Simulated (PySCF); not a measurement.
# C₂H₆OSSi: electronic excitations and core binding energies

Wanted: the electronic excitations and core binding energies of C₂H₆OSSi (`CC(=O)[SiH2]S`), by calculation.

Computed with PySCF 2.14.0, with density-fitted response routines of our own, on a single molecule in the gas phase. Atoms count from 0, in the outputs and in this text.

### Step 1. The starting structure

11 atoms, charge 0, multiplicity 1; geometry from: GFN2-xTB.

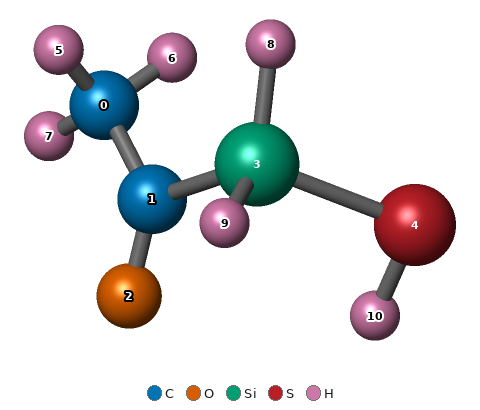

The starting geometry (carbon blue, oxygen orange, silicon teal, sulfur red, hydrogen pink), atoms numbered.

### Step 2. Ultraviolet spectrum: CAM-B3LYP/def2-SVPD

The job: settings as JSON, then the geometry in Å.

```
{"job": {"kind": "uv", "xc": "CAM-B3LYP", "basis": "def2-SVPD", "nstates": 8, "ntriplets": 3}, "charge": 0, "multiplicity": 1}
C     -1.600910    -0.577190    -0.080780
C     -0.400969    -0.016644     0.624293
O     -0.228689    -0.126982     1.816932
Si     0.938486     0.890522    -0.424489
S      2.654308    -0.396326    -0.401667
H     -2.137979     0.238191    -0.561570
H     -1.267359    -1.259599    -0.860621
H     -2.258412    -1.096824     0.612829
H      0.541187     0.991506    -1.819682
H      1.260795     2.156951     0.217570
H      2.504968    -0.800936     0.851222
```

With the program's defaults for keys left out, this is: TDDFT CAM-B3LYP/def2-SVPD, vertical, gas phase, core orbitals frozen in the response.

Started as:

```
OMP_NUM_THREADS=1 python probes_run.py task.json out
```

This one command runs all jobs of the session in turn.

The program printed:

```text
coarse grid: 10232 points
cycle   1  E = -842.1247896720  dE =  4.991e-01  |g| = 7.842e-01  |ddm| = 4.086e+00
cycle   2  E = -841.8631146900  dE =  2.617e-01  |g| = 1.438e+00  |ddm| = 2.131e+00
cycle   3  E = -842.2617321517  dE = -3.986e-01  |g| = 8.192e-02  |ddm| = 1.309e+00
cycle   4  E = -842.2633223087  dE = -1.590e-03  |g| = 4.242e-02  |ddm| = 2.027e-01
cycle   5  E = -842.2637918975  dE = -4.696e-04  |g| = 6.788e-03  |ddm| = 7.461e-02
cycle   6  E = -842.2638066483  dE = -1.475e-05  |g| = 2.366e-03  |ddm| = 1.651e-02
cycle   7  E = -842.2638085256  dE = -1.877e-06  |g| = 7.883e-04  |ddm| = 5.705e-03
final grid: 89528 points
cycle   8  E = -842.3695737090  dE = -1.457e-05  |g| = 2.587e-03  |ddm| = 3.502e-02
cycle   9  E = -842.3695726810  dE =  1.028e-06  |g| = 3.591e-03  |ddm| = 7.498e-03
cycle  10  E = -842.3695752204  dE = -2.539e-06  |g| = 5.546e-04  |ddm| = 3.255e-03
cycle  11  E = -842.3695752811  dE = -6.071e-08  |g| = 9.328e-05  |ddm| = 6.919e-04
cycle  12  E = -842.3695752841  dE = -2.970e-09  |g| = 1.622e-05  |ddm| = 2.501e-04
cycle  13  E = -842.3695752843  dE = -2.208e-10  |g| = 7.098e-06  |ddm| = 5.043e-05
converged SCF energy = -842.3695752843

Static polarisability (au): isotropic 75.018, principal 66.740 72.262 86.051

Singlet excitations
state   eV       nm        f      main configurations
  1   3.5026    354.0   0.00265   H->L 0.79, H-1->L 0.14
  2   5.4263    228.5   0.01224   H-1->L 0.75, H->L 0.16
  3   6.1286    202.3   0.00629   H->L+1 0.54, H-1->L+1 0.15, H->L+2 0.09
  4   6.4340    192.7   0.00226   H->L+2 0.56, H->L+1 0.22
  5   6.6224    187.2   0.00124   H->L+3 0.49, H->L+2 0.16
  6   6.9927    177.3   0.09049   H-1->L+1 0.45, H->L+3 0.22
  7   7.0832    175.0   0.03090   H-1->L+2 0.36, H->L+4 0.24, H-1->L+1 0.14
  8   7.2527    170.9   0.09204   H-2->L 0.40, H-1->L+3 0.25

Triplet excitations (Tamm-Dancoff, eV): 2.8754 5.1744 5.6866
```

It took 29 s on 1 thread of Intel Xeon at 2.70GHz, shared host; peak memory 0.71 GiB.

Frontier orbitals and where they lie:

```csv
orbital,eV,atoms
HOMO−3,-11.92,"Si3 30 %, H8 18 %, H9 15 %"
HOMO−2,-10.77,"S4 61 %, Si3 16 %, O2 8 %"
HOMO−1,-9.13,"S4 56 %, O2 16 %, Si3 11 %"
HOMO,-8.39,"O2 35 %, S4 24 %, C1 15 %"
LUMO,-0.42,"C1 33 %, O2 26 %, Si3 15 %"
LUMO+1,0.92,"S4 35 %, Si3 18 %, H10 12 %"
LUMO+2,0.95,"Si3 27 %, S4 17 %, C0 14 %"
```

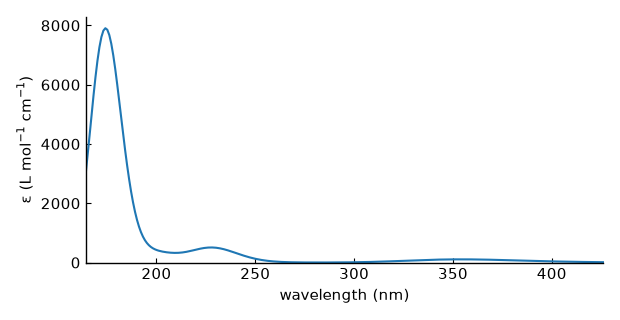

Absorption spectrum: each of the 8 states is a Gaussian band of 0.4 eV half-width at 1/e. Beyond the last state computed it falls off for lack of states.

Further results of this job:

```csv
property,computed
dipole moment (D),2.58
polarisability (Å³),11.12
HOMO–LUMO gap (eV),7.97
−ε(HOMO) (eV),8.39
```

### Step 3. Core holes by ΔSCF: SCAN, X2C

Settings changed since step 2:

```diff
@@ -1,2 +1,2 @@
-{"job": {"kind": "uv", "xc": "CAM-B3LYP", "basis": "def2-SVPD", "nstates": 8, "ntriplets": 3}, "charge": 0, "multiplicity": 1}
+{"job": {"kind": "xps"}, "charge": 0, "multiplicity": 1}
 C     -1.600910    -0.577190    -0.080780
```

Method: delta-SCF UKS SCAN, pcX-2 on the ionised atom, pcseg-1 elsewhere, spin-free X2C.

The program printed:

```text
ground state, core basis on atom 0 (C), 139 functions
  cycle   1  E = -844.13870612  |g| = 7.16e-01
  cycle   2  E = -843.44903417  |g| = 1.88e+00
  cycle   3  E = -844.23526025  |g| = 2.58e-01
  cycle   4  E = -844.25000508  |g| = 9.24e-02
  cycle   5  E = -844.25210139  |g| = 1.61e-02
  cycle   6  E = -844.25218203  |g| = 6.27e-03
  cycle   7  E = -844.25219614  |g| = 1.67e-03
  cycle   8  E = -844.25219999  |g| = 5.12e-04
  cycle   9  E = -844.25219899  |g| = 1.18e-04
  E(ground) = -844.30516620 Eh
hole in C 1s of atom 0
  cycle   1  E = -832.99159967  |g| = 1.50e+00
  cycle   2  E = -831.12279015  |g| = 2.25e+00
  cycle   3  E = -833.28647084  |g| = 7.01e-01
  cycle   4  E = -833.38099261  |g| = 6.43e-01
  cycle   5  E = -833.51643230  |g| = 2.38e-01
  cycle   6  E = -833.54764186  |g| = 8.97e-02
  cycle   7  E = -833.55235327  |g| = 1.65e-02
  cycle   8  E = -833.55251669  |g| = 6.68e-03
  cycle   9  E = -833.55254688  |g| = 1.67e-03
  cycle  10  E = -833.55254804  |g| = 8.98e-04
  cycle  11  E = -833.55254935  |g| = 3.47e-04
  E(ion) = -833.60452724 Eh   <S^2> = 0.7669   hole on atom = 1.000   binding energy = 291.179 eV
ground state, core basis on atom 1 (C), 139 functions
  cycle   1  E = -844.25814742  |g| = 5.91e-02
  cycle   2  E = -844.25810827  |g| = 2.34e-02
  cycle   3  E = -844.25810127  |g| = 2.51e-02
  cycle   4  E = -844.25822428  |g| = 1.20e-02
  cycle   5  E = -844.25825149  |g| = 7.43e-04
  cycle   6  E = -844.25824821  |g| = 1.41e-04
  E(ground) = -844.31116723 Eh
hole in C 1s of atom 1
  cycle   1  E = -832.91675634  |g| = 1.50e+00
  cycle   2  E = -830.32809519  |g| = 2.46e+00
  cycle   3  E = -832.97679182  |g| = 9.02e-01
  cycle   4  E = -833.05400276  |g| = 8.48e-01
  cycle   5  E = -833.43548272  |g| = 2.88e-01
  cycle   6  E = -833.47977156  |g| = 9.79e-02
  cycle   7  E = -833.44440823  |g| = 2.26e-01
  cycle   8  E = -833.48766585  |g| = 2.25e-02
  cycle   9  E = -833.48801174  |g| = 6.27e-03
  cycle  10  E = -833.48805466  |g| = 5.26e-03
  cycle  11  E = -833.48809722  |g| = 2.52e-03
  cycle  12  E = -833.48811811  |g| = 1.55e-03
  cycle  13  E = -833.48812490  |g| = 4.84e-04
  E(ion) = -833.53975940 Eh   <S^2> = 0.8850   hole on atom = 1.000   binding energy = 293.105 eV
ground state, core basis on atom 2 (O), 139 functions
  cycle   1  E = -844.28066474  |g| = 9.63e-02
  cycle   2  E = -844.27934019  |g| = 8.95e-02
  cycle   3  E = -844.27941150  |g| = 8.82e-02
  cycle   4  E = -844.28088000  |g| = 8.86e-03
  cycle   5  E = -844.28090194  |g| = 6.97e-04
  cycle   6  E = -844.28090078  |g| = 3.21e-04
  E(ground) = -844.33163262 Eh
hole in O 1s of atom 2
  cycle   1  E = -823.66592271  |g| = 2.22e+00
  cycle   2  E = -822.05862703  |g| = 2.45e+00
  cycle   3  E = -823.90592916  |g| = 9.34e-01
  cycle   4  E = -823.87866559  |g| = 8.94e-01
  cycle   5  E = -824.45850376  |g| = 2.48e-01
  cycle   6  E = -824.50375821  |g| = 1.02e-01
  cycle   7  E = -824.51056800  |g| = 3.12e-02
  cycle   8  E = -824.51126299  |g| = 6.35e-03
  cycle   9  E = -824.51128769  |g| = 2.56e-03
  cycle  10  E = -824.51129196  |g| = 7.67e-04
  cycle  11  E = -824.51129089  |g| = 2.49e-04
  E(ion) = -824.56297604 Eh   <S^2> = 0.7685   hole on atom = 1.000   binding energy = 537.933 eV
ground state, core basis on atom 3 (Si), 150 functions
  cycle   1  E = -844.34696531  |g| = 2.93e-01
  cycle   2  E = -844.34244304  |g| = 1.65e-01
  cycle   3  E = -844.33114919  |g| = 2.85e-01
  cycle   4  E = -844.34778803  |g| = 1.33e-02
  cycle   5  E = -844.34781243  |g| = 3.49e-03
  cycle   6  E = -844.34781776  |g| = 8.56e-04
  cycle   7  E = -844.34782007  |g| = 4.06e-04
  E(ground) = -844.35862372 Eh
hole in Si 1s of atom 3
  cycle   1  E = -775.39518749  |g| = 4.35e+00
  cycle   2  E = -774.88816586  |g| = 2.43e+00
  cycle   3  E = -775.30142099  |g| = 1.42e+00
  cycle   4  E = -776.24510848  |g| = 7.31e-01
  cycle   5  E = -776.38071805  |g| = 3.97e-01
  cycle   6  E = -776.45733342  |g| = 8.41e-02
  cycle   7  E = -776.46145568  |g| = 3.34e-02
  cycle   8  E = -776.46217323  |g| = 9.75e-03
  cycle   9  E = -776.46222982  |g| = 2.00e-03
  cycle  10  E = -776.46223313  |g| = 7.14e-04
  cycle  11  E = -776.46223400  |g| = 2.72e-04
  E(ion) = -776.48213573 Eh   <S^2> = 0.7528   hole on atom = 1.000   binding energy = 1847.013 eV
hole in Si 2p of atom 3
  cycle   1  E = -840.05259967  |g| = 1.24e+00
  cycle   2  E = -839.44996491  |g| = 1.48e+00
  cycle   3  E = -840.12164512  |g| = 7.30e-01
  cycle   4  E = -840.35118851  |g| = 2.84e-01
  cycle   5  E = -840.37293334  |g| = 1.36e-01
  cycle   6  E = -840.38385092  |g| = 2.46e-02
  cycle   7  E = -840.38421145  |g| = 9.42e-03
  cycle   8  E = -840.38426546  |g| = 3.12e-03
  cycle   9  E = -840.38427073  |g| = 8.30e-04
  cycle  10  E = -840.38427067  |g| = 3.65e-04
  E(ion) = -840.40724334 Eh   <S^2> = 0.7530   hole on atom = 1.002   binding energy = 107.523 eV
  2p3/2 = 107.286 eV   2p1/2 = 107.910 eV
ground state, core basis on atom 4 (S), 150 functions
  cycle   1  E = -844.39836679  |g| = 4.05e-01
  cycle   2  E = -844.39825745  |g| = 4.42e-02
  cycle   3  E = -844.39776331  |g| = 5.90e-02
  cycle   4  E = -844.39886228  |g| = 6.54e-03
  cycle   5  E = -844.39886738  |g| = 4.07e-03
  cycle   6  E = -844.39886902  |g| = 1.39e-03
  cycle   7  E = -844.39887084  |g| = 1.53e-04
  E(ground) = -844.43742409 Eh
hole in S 1s of atom 4
  cycle   1  E = -752.15946663  |g| = 5.08e+00
  cycle   2  E = -750.87830939  |g| = 2.54e+00
  cycle   3  E = -745.83902517  |g| = 3.07e+00
  cycle   4  E = -753.16712984  |g| = 6.90e-01
  cycle   5  E = -752.99059869  |g| = 9.48e-01
  cycle   6  E = -753.36406698  |g| = 1.42e-01
  cycle   7  E = -753.37207639  |g| = 6.33e-02
  cycle   8  E = -753.37424867  |g| = 1.51e-02
  cycle   9  E = -753.37437477  |g| = 3.63e-03
  cycle  10  E = -753.37438035  |g| = 1.29e-03
  cycle  11  E = -753.37438211  |g| = 2.91e-04
  E(ion) = -753.40429471 Eh   <S^2> = 0.7513   hole on atom = 1.000   binding energy = 2477.138 eV
hole in S 2p of atom 4
  cycle   1  E = -837.71762693  |g| = 1.52e+00
  cycle   2  E = -836.15103043  |g| = 1.79e+00
  cycle   3  E = -836.69377922  |g| = 1.51e+00
  cycle   4  E = -838.08690866  |g| = 3.83e-01
  cycle   5  E = -838.10590234  |g| = 3.33e-01
  cycle   6  E = -838.15537294  |g| = 9.08e-02
  cycle   7  E = -838.15830420  |g| = 3.61e-02
  cycle   8  E = -838.15898416  |g| = 5.88e-03
  cycle   9  E = -838.15900273  |g| = 1.83e-03
  cycle  10  E = -838.15900393  |g| = 6.57e-04
  cycle  11  E = -838.15900444  |g| = 2.43e-04
  E(ion) = -838.20419674 Eh   <S^2> = 0.7529   hole on atom = 1.001   binding energy = 169.615 eV
  2p3/2 = 169.355 eV   2p1/2 = 170.598 eV
```

Run time: 90 s. Hardware: 1 thread of Intel Xeon at 2.70GHz, shared host; peak memory 0.47 GiB.

Binding energies by hole, beside the orbital energy of the ground state; the difference holds orbital relaxation and, for a density functional, its self-interaction error:

```csv
hole,stands for,environment,ΔSCF (eV; 2p as the shell's mean),−ε (eV),⟨S²⟩
C1s on C0,C0,methyl carbon α to a carbonyl,291.18,274.1,0.767
C1s on C1,C1,carbonyl carbon,293.10 (doubtful),276.3,0.885
O1s on O2,O2,carbonyl oxygen,537.93,517.0,0.769
Si1s on Si3,Si3,"silicon bonded to C, S, 2 H",1847.01,1794.1,0.753
Si2p on Si3,Si3,"silicon bonded to C, S, 2 H",107.49,96.9,0.753
S1s on S4,S4,"sulfur bonded to Si, H",2477.14,2415.0,0.751
S2p on S4,S4,"sulfur bonded to Si, H",169.77,158.1,0.753
```

Doubtful: the ion did not converge, its hole moved, or its ⟨S²⟩ is well above 0.75.

With the spin-orbit splitting: Si3 2p3/2 107.29, 2p1/2 107.91 eV; S4 2p3/2 169.35, 2p1/2 170.60 eV. The table gives each 2p level as the mean over the whole 2p shell (two parts 2p3/2, one part 2p1/2), which differs a little from the single hole in the log.

### Step 4. Results

| quantity | value |
| --- | --- |
| lowest singlet (CAM-B3LYP/def2-SVPD) | 3.50 eV (354 nm), f = 0.003 |
| brightest single state of those computed | state 8, 7.25 eV, f = 0.092 |
| lowest triplet | 2.88 eV |
| C1s binding energies, SCAN/pcX-2 (standing for 1 of 2 atoms) | C0 291.18 eV |
| O1s binding energies, SCAN/pcX-2 | O2 537.93 eV |
| Si1s binding energies, SCAN/pcX-2 | Si3 1847.01 eV |
| Si2p binding energies, SCAN/pcX-2 | Si3 107.49 eV |
| S1s binding energies, SCAN/pcX-2 | S4 2477.14 eV |
| S2p binding energies, SCAN/pcX-2 | S4 169.77 eV |

What this shows: The lowest singlet, at 3.50 eV, is HOMO→LUMO 0.79, HOMO−1→LUMO 0.14 and is weak; of the 8 states computed, the strongest absorption comes from state 8 at 7.25 eV (the last computed, so partners may be missing). The lowest triplet lies 0.63 eV below the lowest singlet (triplets in Tamm-Dancoff, singlets in full TDDFT).
